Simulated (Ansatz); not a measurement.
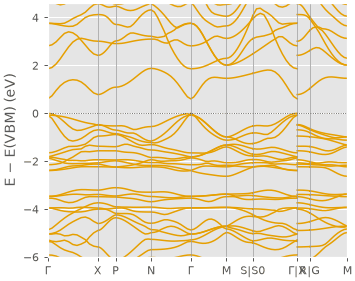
*Band structure from PBEsol in the plane-wave PAW code Ansatz*

Question: Read off the gap and where the band edges lie.

Answer: About 0.6 eV (0.60 eV by a search for the band edges); maximum at Γ, minimum at Γ.

The material is ZnCu2GeS4 in space group I-4 (No. 82; Pearson symbol tI16).

The cell was relaxed with PBEsol under the symmetry of its start. No spin polarisation was allowed. Spin–orbit coupling is left out wherever it is not named.

Potentials: the later of the program's two PAW sets.
